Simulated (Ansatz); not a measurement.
Input file:

```
crystal:
  periodic: [false, false, false]
  atoms:
    - { symbol: "N", position_ang: [1.3948, -1.2211, 1.4515] }
    - { symbol: C, position_ang: [0.7434, -0.6139, 0.619] }
    - { symbol: Si, position_ang: [-0.2082, 0.3121, -0.7343] }
    - { symbol: F, position_ang: [-1.5635, -0.3058, -0.9373] }
    - { symbol: H, position_ang: [-0.3166, 1.7551, -0.4403] }
magnetization:
  spin_polarized: true
  initial_magnetization: 1
basis:
  gaussian: { orbitals: cc-pVDZ }
hamiltonian:
  xc: lda
relax:
  f_tol: 0.02
  max_steps: 40
output:
  orbitals: {}
```

Launched as:

```sh
ansatz run input.yaml --threads 1 --pin off --max-ram 2048MiB --backend cpu --events-out ev --progress --plain --runs-dir out
```

The fields are those of the relaxed geometry.

The calculation used UKS LDA/cc-pVDZ in Ansatz 0.2.0.

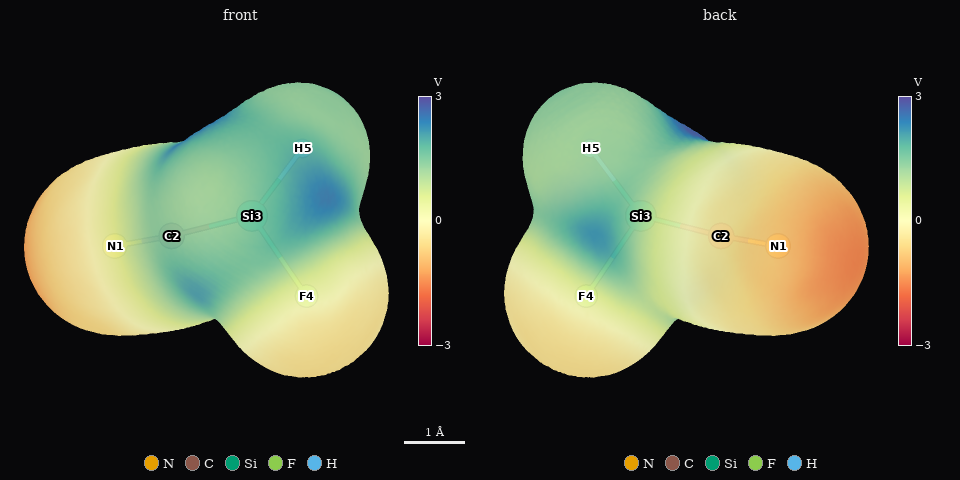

CHFNSi (doublet). The molecular electrostatic potential painted on the density surface at 0.004 e/bohr³, seen from the front and from behind; the colour scale runs from red (negative) to blue (positive).

Q: Where is the surface potential most negative and most positive?

A: The most negative region (about −1.6 V, or −37 kcal/mol for a unit charge) lies over N1, the most positive (about +2.7 V, or +62 kcal/mol for a unit charge) over Si3. N1 is the likeliest acceptor of a hydrogen bond.
